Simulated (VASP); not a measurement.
Band structure of GaN (zinc blende). Calculation: r2SCAN meta-GGA with spin-orbit coupling, VASP's PBE PAW potentials (set 64) (plane waves; VASP).

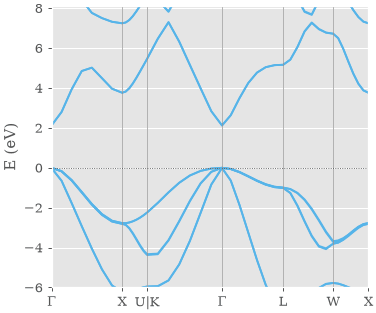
Figure. Bands along high-symmetry lines, zero at the valence-band maximum or, without a gap, the Fermi level

Question: Read the plot: is there a gap, and where are the band edges?

Answer: The gap is direct, 2.12 eV, from the valence maximum at Γ to the conduction minimum at Γ.

The compound is GaN in the zinc blende structure, a metastable form; wurtzite is the usual one. It was relaxed first.
